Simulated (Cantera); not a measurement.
Input: 1 mol B2O3, 0.95 mol NH3, 0.18 mol H2, at 0.0133 bar.

Cantera equilibrium calculation (NASA polynomials, part measured and part estimated; ideal gas, pure solids and liquids). Candidate condensed phases: B, BN, B2O3, B3O3H3, H2O; 39 gas species. Mutual solubility and eutectic melting of coexisting phases are not modelled. Kinetics and transport are ignored.

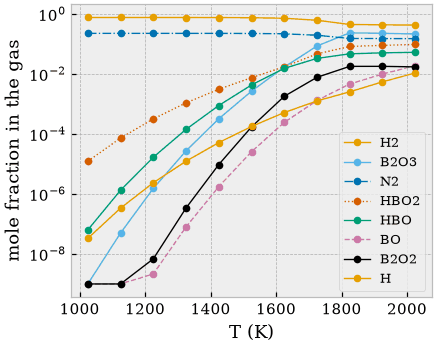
Equilibrium gas composition (values under 1e-9 drawn at 1e-9)

Question: Read off the mole fractions at 2025 K.

Answer: H2 about 0.43, B2O3 about 0.22, N2 about 0.15, HBO2 about 0.097, HBO about 0.053, BO about 0.019, B2O2 about 0.017, H about 0.011.
